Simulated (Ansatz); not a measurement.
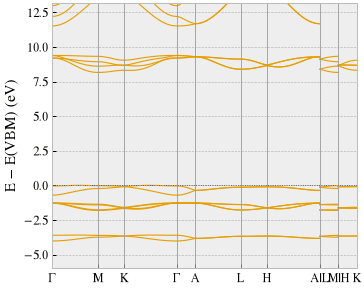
Figure: Band structure from the program Ansatz at the r²SCAN level (PAW)

Problem. Read off the gap and where the band edges lie.

Solution. About 8.2 eV (8.16 eV by a search for the band edges); maximum on the K–Γ line, 48 % of the way from K, minimum at M.

The material is N in space group P6_3/mmc (No. 194; N on 4f).

The workflow started from a Materials Project entry (that database holds measured and hypothetical structures alike); the Crystallography Open Database copy checked does not list it. It is not the usual solid phase (space group No. 205). Symmetry was held in the r²SCAN relaxation. At this level the phase is mechanically unstable. The substance is a gas or liquid at ambient conditions. A crystal of weakly bound molecules computed without a dispersion correction: the cell and the soft elastic constants depend strongly on that.

Potentials: the later of the program's two PAW sets.
